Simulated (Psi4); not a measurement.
**SF₆: energy and gradient calculation (part 2 of 2)**

SF₆, multiplicity 3; M06-L/6-31G*, UKS (Psi4 1.11). The geometry is that of the parent species in another charge or spin state. The geometry comes from this level: PBE0-D4/def2-TZVP.

Geometry of the input (Å):
```
F  -0.5660  -1.3084  0.6461
S  -0.0000  0.0000  -0.0000
F  1.1646  0.0125  1.0456
F  -1.1646  -0.0126  -1.0456
F  0.5660  1.3084  -0.6461
F  -0.8793  0.8589  0.9690
F  0.8793  -0.8589  -0.9690
```

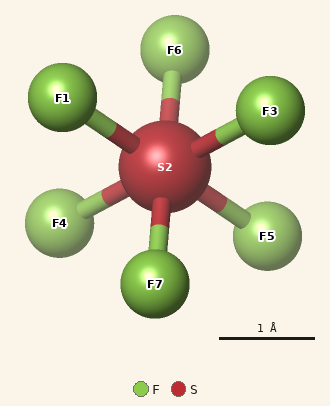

**Figure 1.** The input geometry (ball-and-stick view, seen at a tilt; atoms are numbered from 1 in the order of the input).

The program's output, continued
```
  UHF NO Occupations:
  HONO-2 :   34  A 1.9997861
  HONO-1 :   35  A 1.0000000
  HONO-0 :   36  A 1.0000000
  LUNO+0 :   37  A 0.0002139
  LUNO+1 :   38  A 0.0002136
  LUNO+2 :   39  A 0.0001535
  LUNO+3 :   40  A 0.0001532

Computation Completed

Properties will be evaluated at   0.000000,   0.000000,   0.000000 [a0]

Properties computed using the SCF density matrix

 Multipole Moments:

 ------------------------------------------------------------------------------------
     Multipole            Electronic (a.u.)      Nuclear  (a.u.)        Total (a.u.)
 ------------------------------------------------------------------------------------

 L = 1.  Multiply by 2.5417464519 to convert [e a0] to [Debye]
 Dipole X            :          0.0000033            0.0000021            0.0000054
 Dipole Y            :         -0.0000062           -0.0000000           -0.0000062
 Dipole Z            :          0.0000002           -0.0000000            0.0000002
 Magnitude           :                                                    0.0000082

 ------------------------------------------------------------------------------------

	total time  =         80 seconds =       1.33 minutes

         ------------------------------------------------------------
                                   SCF GRAD
         ------------------------------------------------------------

  ==> Geometry <==

    Molecular point group: c1
    Full point group: C1

    Geometry (in Bohr), charge = 0, multiplicity = 3:

       Center              X                  Y                   Z               Mass
    ------------   -----------------  -----------------  -----------------  -----------------
         F           -1.069658119986    -2.472498760000     1.221027638698    18.998403162730
         S            0.000002460014     0.000000000000    -0.000000001302    31.972071174400
         F            2.200853090014     0.023678270000     1.975878738698    18.998403162730
         F           -2.200772579986    -0.023716060000    -1.975973221302    18.998403162730
         F            1.069568550014     2.472574350000    -1.220989841302    18.998403162730
         F           -1.661558129986     1.623047970000     1.831220198698    18.998403162730
         F            1.661563050014    -1.623085770000    -1.831163511302    18.998403162730

  Nuclear repulsion =  565.564094729426301

  ==> Basis Set <==

  Basis Set: 6-31G*
    Blend: 6-31G*
    Number of shells: 44
    Number of basis functions: 102
    Number of Cartesian functions: 109
    Spherical Harmonics?: true
    Max angular momentum: 2

  ==> DirectJKGrad: Integral-Direct SCF Gradients <==

    Gradient:                    1
    J tasked:                  Yes
    K tasked:                   No
    wK tasked:                  No
    Integrals threads:           1
    Schwarz Cutoff:          1E-12

  ==> DFT Potential <==

   => LibXC <=

    Version 7.1.2

   => Composite Functional: M06-L <=

    M06-L Meta-GGA XC Functional

    Deriv               =              1
    GGA                 =           TRUE
    Meta                =           TRUE

    Exchange Hybrid     =          FALSE
    MP2 Hybrid          =          FALSE

   => Exchange Functionals <=

    1.0000   XC_MGGA_X_M06_L

   => Correlation Functionals <=

    1.0000   XC_MGGA_C_M06_L

   => LibXC Density Thresholds  <==

    XC_MGGA_C_M06_L:  1.00E-12
    XC_MGGA_X_M06_L:  1.00E-15

   => Molecular Quadrature <=

    Radial Scheme          =       TREUTLER
    Pruning Scheme         =           NONE
    Nuclear Scheme         =       TREUTLER

    Blocking Scheme        =         OCTREE
    BS radius alpha        =              1
    Pruning alpha          =              1
    Radial Points          =             99
    Spherical Points       =            590
    Total Points           =         388865
    Total Blocks           =           2788
    Max Points             =            256
    Max Functions          =             99
    Weights Tolerance      =       1.00E-15

  -Total Gradient:
     Atom            X                  Y                   Z
    ------   -----------------  -----------------  -----------------
       1        0.049881986778     0.115042299932    -0.056627474668
       2       -0.000001408790     0.000004307959    -0.000000339079
       3       -0.102503197331    -0.001250176801    -0.091794782513
       4        0.102503874661     0.001250252707     0.091796033619
       5       -0.049884530000    -0.115045799715     0.056629245133
       6        0.077276028205    -0.075392394269    -0.085047200794
       7       -0.077272830485     0.075391733001     0.085044531098

	total time  =          8 seconds =       0.13 minutes

Properties will be evaluated at   0.000000,   0.000000,   0.000000 [a0]

Properties computed using the M06-L density matrix

 Multipole Moments:

 ------------------------------------------------------------------------------------
     Multipole            Electronic (a.u.)      Nuclear  (a.u.)        Total (a.u.)
 ------------------------------------------------------------------------------------

 L = 1.  Multiply by 2.5417464519 to convert [e a0] to [Debye]
 Dipole X            :          0.0000033            0.0000021            0.0000054
 Dipole Y            :         -0.0000062           -0.0000000           -0.0000062
 Dipole Z            :          0.0000002           -0.0000000            0.0000002
 Magnitude           :                                                    0.0000082

 L = 2.  Multiply by 1.3450342976 to convert [e a0^2] to [Debye ang]
 Quadrupole XX       :       -188.2404889          157.4718015          -30.7686874
 Quadrupole XY       :         -0.0032388           -0.0002314           -0.0034702
 Quadrupole XZ       :          0.0239495           -0.0000035            0.0239460
 Quadrupole YY       :       -188.2419530          157.4702035          -30.7717495
 Quadrupole YZ       :          0.0354323           -0.0003252            0.0351071
 Quadrupole ZZ       :       -188.4570025          157.4713698          -30.9856327
 Traceless XX        :          0.0726592            0.0006766            0.0733358
 Traceless YY        :          0.0711951           -0.0009215            0.0702737
 Traceless ZZ        :         -0.1438543            0.0002449           -0.1436095

 ------------------------------------------------------------------------------------

  Mayer Bond Indices:

  Total Bond Index:
  Irrep: 1 Size: 7 x 7

                 1                   2                   3                   4                   5

    1     0.00000000000000     0.73376249770925     0.06091179585110     0.07387892238030     0.07290281002994
    2     0.73376249770925     0.00000000000000     0.73392534692696     0.73391222635866     0.73374411383307
    3     0.06091179585110     0.73392534692696     0.00000000000000     0.07287290175471     0.07388041952452
    4     0.07387892238030     0.73391222635866     0.07287290175471     0.00000000000000     0.06091864752328
    5     0.07290281002994     0.73374411383307     0.07388041952452     0.06091864752328     0.00000000000000
    6     0.06083916078840     0.73407409006979     0.06082145169885     0.07384914720488     0.07385803322876
    7     0.07384770057076     0.73409721806273     0.07383919410632     0.06081929954001     0.06083881005103

                 6                   7

    1     0.06083916078840     0.07384770057076
    2     0.73407409006979     0.73409721806273
    3     0.06082145169885     0.07383919410632
    4     0.07384914720488     0.06081929954001
    5     0.07385803322876     0.06083881005103
    6     0.00000000000000     0.07274940236810
    7     0.07274940236810     0.00000000000000

  Alpha Contribution:
  Irrep: 1 Size: 7 x 7

                 1                   2                   3                   4                   5

    1     0.00000000000000     0.30449501245438     0.00337629717588     0.00336173852874     0.02065800731887
    2     0.30449501245438     0.00000000000000     0.30458214585427     0.30457457562114     0.30447849144758
    3     0.00337629717588     0.30458214585427     0.00000000000000     0.02066078042349     0.00336173869259
    4     0.00336173852874     0.30457457562114     0.02066078042349     0.00000000000000     0.00337628907393
    5     0.02065800731887     0.30447849144758     0.00336173869259     0.00337628907393     0.00000000000000
    6     0.00336564562787     0.30466333483039     0.00336649686679     0.00337589946398     0.00337419513409
    7     0.00337423324617     0.30467991454645     0.00337597641502     0.00336652782031     0.00336560685125

                 6                   7

    1     0.00336564562787     0.00337423324617
    2     0.30466333483039     0.30467991454645
    3     0.00336649686679     0.00337597641502
    4     0.00337589946398     0.00336652782031
    5     0.00337419513409     0.00336560685125
    6     0.00000000000000     0.02066165625089
    7     0.02066165625089     0.00000000000000

  Beta Contribution:
  Irrep: 1 Size: 7 x 7

                 1                   2                   3                   4                   5

    1     0.00000000000000     0.42926748525487     0.05753549867522     0.07051718385156     0.05224480271107
    2     0.42926748525487     0.00000000000000     0.42934320107269     0.42933765073752     0.42926562238549
    3     0.05753549867522     0.42934320107269     0.00000000000000     0.05221212133123     0.07051868083193
    4     0.07051718385156     0.42933765073752     0.05221212133123     0.00000000000000     0.05754235844935
    5     0.05224480271107     0.42926562238549     0.07051868083193     0.05754235844935     0.00000000000000
    6     0.05747351516053     0.42941075523940     0.05745495483207     0.07047324774090     0.07048383809468
    7     0.07047346732459     0.42941730351628     0.07046321769130     0.05745277171970     0.05747320319978

                 6                   7

    1     0.05747351516053     0.07047346732459
    2     0.42941075523940     0.42941730351628
    3     0.05745495483207     0.07046321769130
    4     0.07047324774090     0.05745277171970
    5     0.07048383809468     0.05747320319978
    6     0.00000000000000     0.05208774611721
    7     0.05208774611721     0.00000000000000

  Atomic Valences:

 #  #
 Irrep: 1
      1:    1.076142887329746
      2:    4.403515492960459
      3:    1.076251109862474
      4:    1.076251144761835
      5:    1.076142834190605
      6:    1.076191285358784
      7:    1.076191624698945
```

Standard output
```
gradient / Eh bohr^-1
[[ 4.98820e-02  1.15042e-01 -5.66270e-02]
 [-1.00000e-06  4.00000e-06 -0.00000e+00]
 [-1.02503e-01 -1.25000e-03 -9.17950e-02]
 [ 1.02504e-01  1.25000e-03  9.17960e-02]
 [-4.98850e-02 -1.15046e-01  5.66290e-02]
 [ 7.72760e-02 -7.53920e-02 -8.50470e-02]
 [-7.72730e-02  7.53920e-02  8.50450e-02]]
energy = -996.7285166198 Eh
CURRENT ENERGY                                   -996.7285166198
CURRENT REFERENCE ENERGY                         -996.7285166198
DD SOLVATION ENERGY                                 0.0000000000
DFT FUNCTIONAL TOTAL ENERGY                      -996.7285166198
DFT TOTAL ENERGY                                 -996.7285166198
DFT VV10 ENERGY                                     0.0000000000
DFT XC ENERGY                                     -88.7398381310
GRID ELECTRONS ALPHA                               35.9999994284
GRID ELECTRONS BETA                                33.9999994875
GRID ELECTRONS TOTAL                               69.9999989159
NUCLEAR REPULSION ENERGY                          565.5640947294
ONE-ELECTRON ENERGY                             -2510.1842992270
PCM POLARIZATION ENERGY                             0.0000000000
PE ENERGY                                           0.0000000000
SCF ITERATION ENERGY                             -996.7285166198
SCF ITERATIONS                                     24.0000000000
SCF TOTAL ENERGY                                 -996.7285166198
TWO-ELECTRON ENERGY                              1036.6315260087
XC GRID RADIAL POINTS                              99.0000000000
XC GRID SPHERICAL POINTS                          590.0000000000
XC GRID TOTAL POINTS                           388865.0000000000
```

Summary

- outcome: converged
- total energy: −996.728517 hartree
- basis functions: 102
- largest force: 7.076 eV/Å
- ⟨S²⟩: 2.003
- dipole moment: 0.00 D
- wall time: 89 s
- peak memory: 1 GiB
